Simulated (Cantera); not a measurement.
A closed system holds: 1 mol CH3Cl, 0.022 mol HCl, 0.2 mol H2, 0.11 mol CH4, equilibrated at 3.60 Pa.

Method: chemical equilibrium by Gibbs-energy minimisation in Cantera with the NASA 1993 tables (ideal gas, pure condensed phases). Candidate condensed phases: C, C6H6, C7H8, C8H18; 91 gas species. Equilibrium is a limit: real reactors are often held back by kinetics, nucleation or transport.

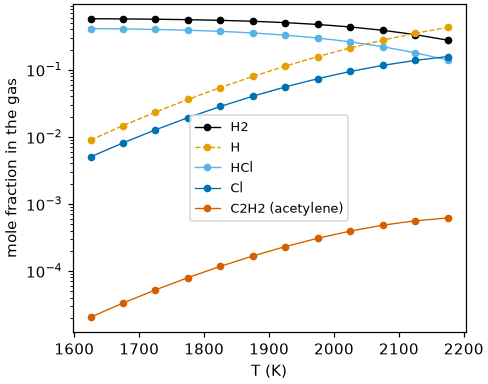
Equilibrium gas composition (values under 1e-9 drawn at 1e-9)

From 1625 K to 2175 K the condensed part is C(graphite). The main C-bearing gas is C2H2 (acetylene) throughout.
